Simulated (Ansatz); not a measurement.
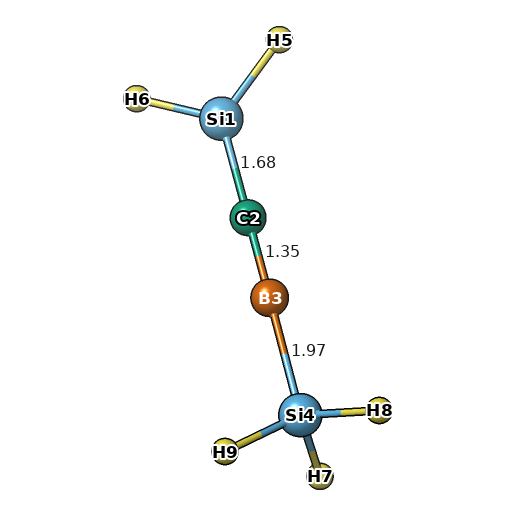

The numbers beside the sticks are distances in Å. Sticks don't show bond order. The geometry was computed by an optimisation with PBE0-D4/def2-TZVP. No frequency run is at hand to confirm it as a minimum.

Which of the marked bonds are single, double, triple or aromatic?

Si1–C2 double; C2–B3 double; B3–Si4 single.

Give the structure as SMILES.

[SiH2]=C=B[SiH3]
